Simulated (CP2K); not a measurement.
# Si2H4Cl2 (SMILES Cl[SiH2][SiH2]Cl), run twice

Aim: energy and forces of Si2H4Cl2 at MNDOD.

Program for the calculation: CP2K 2026.2.

3 further runs of the same task are left out: 3 set aside as unsound or not needed.

### Step 1. The molecule

The species is Si2H4Cl2 (8 atoms), meant as a singlet with charge 0. As SMILES, `Cl[SiH2][SiH2]Cl`. Geometry: relaxed at GFN2-xTB. This is one conformer, not always the lowest.

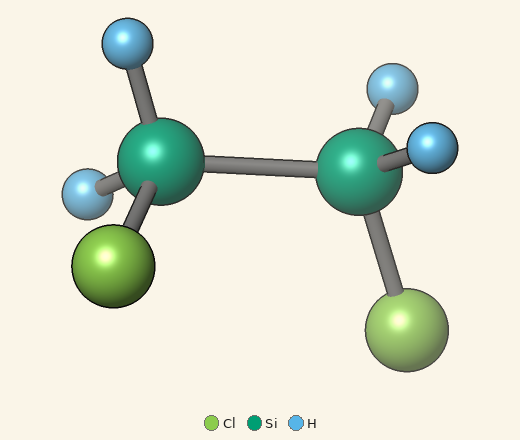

Viewed from a chosen angle; chlorine green, silicon teal, hydrogen blue.

### Step 2. Try one

Input file mol.inp:

```
&FORCE_EVAL
  METHOD Quickstep
  &DFT
    &QS
      METHOD MNDOD
      EPS_DEFAULT 1.0E-10
      &SE
        &COULOMB
          CUTOFF [angstrom] 50
          RC_RANGE [angstrom] 0
        &END COULOMB
        &EXCHANGE
          CUTOFF [angstrom] 50
          RC_RANGE [angstrom] 0
        &END EXCHANGE
      &END SE
    &END QS
    &POISSON
      PERIODIC NONE
      POISSON_SOLVER ANALYTIC
    &END POISSON
    &SCF
      SCF_GUESS ATOMIC
      EPS_SCF 1.0E-06
      MAX_SCF 40
      &OT
        MINIMIZER CG
        PRECONDITIONER FULL_ALL
      &END OT
      &OUTER_SCF
        EPS_SCF 1.0E-06
        MAX_SCF 10
      &END OUTER_SCF
    &END SCF
    &PRINT
      &MOMENTS
        PERIODIC F
        REFERENCE COM
        MAX_MOMENT 1
      &END MOMENTS
      &MO_CUBES
        NLUMO 1
        NHOMO -1
        WRITE_CUBE F
      &END MO_CUBES
      &HIRSHFELD OFF
      &END HIRSHFELD
    &END PRINT
  &END DFT
  ! structure
  &SUBSYS
    &CELL
      ABC [Ang] 19.7 19.9 18.9
      PERIODIC NONE
    &END CELL
    &COORD
      UNIT bohr
      Cl    -3.8746378     3.0716742    -0.1610047
      Si    -0.1662581     2.1939153     0.0795197
      Si     0.4841856    -2.1398503     0.1587181
      Cl    -0.5202416    -3.7942110    -3.1327880
      H      1.0704921     3.4968626    -2.0272793
      H      0.7525645     3.3625598     2.4131614
      H      3.1648755    -2.7216969     0.5239455
      H     -0.9109614    -3.4692537     2.1457084
    &END COORD
    &TOPOLOGY
      &CENTER_COORDINATES
      &END CENTER_COORDINATES
    &END TOPOLOGY
  &END SUBSYS
  &PRINT
    &FORCES ON
    &END FORCES
  &END PRINT
&END FORCE_EVAL

&GLOBAL
  PROJECT mol
  RUN_TYPE ENERGY_FORCE
  PRINT_LEVEL MEDIUM
&END GLOBAL
```

Run with:

```sh
$ OMP_NUM_THREADS=1 cp2k.psmp -i mol.inp -o mol.out
```

Output:

```text
*******************************************************************************
 *   ___                                                                       *
 *  /   \                                                                      *
 * [ABORT]                                                                     *
 *  \___/                            Unknown unit: Ang                         *
 *    |                                                                        *
 *  O/|                                                                        *
 * /| |                                                                        *
 * / \                                                   common/cp_units.F:384 *
 *******************************************************************************

 ===== Routine Calling Stack =====

            6 val_create_parsing
            5 section_vals_parse
            4 section_vals_parse
            3 section_vals_parse
            2 section_vals_parse
            1 read_input

Program received signal SIGABRT: Process abort signal.

Backtrace for this error:
#0  0x42e76d8df957 in ???
#1  0x42e78e194cac in __pthread_kill_implementation
#2  0x42e78e13bfb7 in raise
#3  0x42e78e125d37 in abort
#4  0x42e76dfb2d83 in ???
#5  0x42e76dfb4297 in ???
#6  0x42e76dfb4497 in ???
#7  0x42e76dfe9b03 in ???
#8  0x42e76e1209a7 in ???
#9  0x42e76e121aab in ???
#10  0x42e76e12367b in ???
#11  0x42e76e1238f7 in ???
#12  0x42e76e1238f7 in ???
#13  0x42e76e1238f7 in ???
#14  0x42e76d9f9807 in ???
#15  0x42e76e264e8b in ???
#16  0x42e76e269d0b in ???
#17  0x42e76d980db3 in ???
#18  0x42e76d97ef13 in ???
#19  0x42e78e126573 in __libc_start_call_main
#20  0x42e78e126657 in __libc_start_main_impl
#21  0x42e76d97f06f in ???
#22  0xffffffffffffffff in ???
```

Run time: 0.22 s. Hardware: 1 thread of Arm Neoverse V1, shared host.

### Step 3. Diagnosis

The input was rejected.

The log says `\___/                            Unknown unit: Ang`. Cause: the input holds a word that the program doesn't know.

### Step 4. Second attempt

Input file run.inp:

```
&GLOBAL
   PROJECT_NAME run
   RUN_TYPE ENERGY_FORCE
   PRINT_LEVEL MEDIUM
&END
&FORCE_EVAL
   METHOD QS
   &DFT
      &QS
         METHOD MNDOD
         EPS_DEFAULT 1.0E-10
         &SE
            &COULOMB
               CUTOFF [angstrom] 50
               RC_RANGE [angstrom] 0
            &END
            &EXCHANGE
               CUTOFF [angstrom] 50
               RC_RANGE [angstrom] 0
            &END
         &END
      &END
      # no periodic images
      &POISSON
         PERIODIC NONE
         POISSON_SOLVER ANALYTIC
      &END
      &SCF
         SCF_GUESS ATOMIC
         EPS_SCF 1.0E-06
         MAX_SCF 40
         &OT
            MINIMIZER CG
            PRECONDITIONER FULL_ALL
         &END
         &OUTER_SCF
            EPS_SCF 1.0E-06
            MAX_SCF 10
         &END
      &END
      # extra output
      &PRINT
         &MOMENTS
            PERIODIC F
            REFERENCE COM
            MAX_MOMENT 1
         &END
         &MO_CUBES
            NLUMO 1
            NHOMO -1
            WRITE_CUBE F
         &END
         &HIRSHFELD OFF
         &END
      &END
   &END
   # structure
   &SUBSYS
      # box in angstrom
      &CELL
         ABC 19.7 19.9 18.9
         PERIODIC NONE
      &END
      &COORD
         UNIT bohr
         Cl    -3.8746378     3.0716742    -0.1610047
         Si    -0.1662581     2.1939153     0.0795197
         Si     0.4841856    -2.1398503     0.1587181
         Cl    -0.5202416    -3.7942110    -3.1327880
         H      1.0704921     3.4968626    -2.0272793
         H      0.7525645     3.3625598     2.4131614
         H      3.1648755    -2.7216969     0.5239455
         H     -0.9109614    -3.4692537     2.1457084
      &END
      &TOPOLOGY
         &CENTER_COORDINATES
         &END
      &END
   &END
   # extra output
   &PRINT
      &FORCES ON
      &END
   &END
&END
```

Run with:

```sh
$ OMP_NUM_THREADS=1 cp2k.psmp -i run.inp > run.out 2>&1
```

Output:

```text
CP2K| version string:                                       CP2K version 2026.2
[...]
 GLOBAL| Method name                                                        CP2K
[...]
 GLOBAL| Run type                                                   ENERGY_FORCE
[...]
                             - Atoms:                                          8
[...]
                             - Spherical basis functions:                     40
[...]
 Number of electrons:                                                         26
[...]
     1 OT CG       0.15E+00    0.0     0.23904774       -24.4302434542 -2.44E+01
[...]
    40 OT CG       0.11E+00    0.0     0.00000083       -27.9764347995 -3.87E-11
  *** SCF run converged in    40 steps ***
  Core-core repulsion energy [eV]:                           1269.05536551642626
  Core Hamiltonian energy [eV]:                             -1213.65008001378146
  Two-electron integral energy [eV]:                        -1633.36558354145836
  Electronic energy [eV]:                                   -2030.33287178451042
  Total energy [eV]:                                         -761.27750626808427
  Atomic reference energy [eV]:                               758.79792467710479
  Heat of formation [kcal/mol]:                               -57.18051441227804
[...]
 SE_DIPOLE| Moment [Debye]          0.10892458       0.00975827       0.08077788
 SE_DIPOLE| Derivative [a.u.]       0.00000000       0.00000000       0.00000000
 *** WARNING in qs_scf_post_se.F:140 :: Printing of MO cube files not ***
 *** implemented for Semi-Empirical method.                           ***
 ENERGY| Total FORCE_EVAL ( QS ) energy [hartree]            -27.976434799555612
 FORCES| Atomic forces [hartree/bohr]
 FORCES|   Atom     x               y               z               |f|
 FORCES|      1 -1.87446041E-02  2.22853221E-04 -1.61642415E-03   1.88154902E-02
 FORCES|      2  2.30847903E-02  6.62933553E-03  5.72117444E-03   2.46898253E-02
 FORCES|      3  1.30161143E-02 -8.84894279E-04  2.11453746E-02   2.48461091E-02
 FORCES|      4 -6.38726066E-03 -4.30609399E-03 -1.71901396E-02   1.88372090E-02
 FORCES|      5 -2.69300772E-03 -1.35379519E-02  9.94751902E-03   1.70141578E-02
 FORCES|      6 -1.30809319E-03 -1.02087712E-02 -1.08414152E-02   1.49487926E-02
 FORCES|      7 -1.26688025E-02  8.04421364E-03  3.22799672E-04   1.50104007E-02
 FORCES|      8  5.70086346E-03  1.40413089E-02 -7.48888887E-03   1.69038947E-02
 FORCES| Sum     2.77555756E-16  4.71844785E-16 -1.38777878E-17
 FORCES| Total atomic force                                       5.47601399E-16
[...]
```

It took 0.72 s on 1 thread of Arm Neoverse V1, shared host.

### Step 5. Results

Level: MNDOD.

| quantity | value |
| --- | --- |
| total energy | -27.97643 Eh |
| dipole moment | 0.14 D |
| heat of formation at this unrelaxed shape | -57.2 kcal/mol |
| largest force on an atom | 1.278 eV/Å |

In words: The largest force is 1.28 eV/Å: the shape isn't a stationary point for this species at this level.
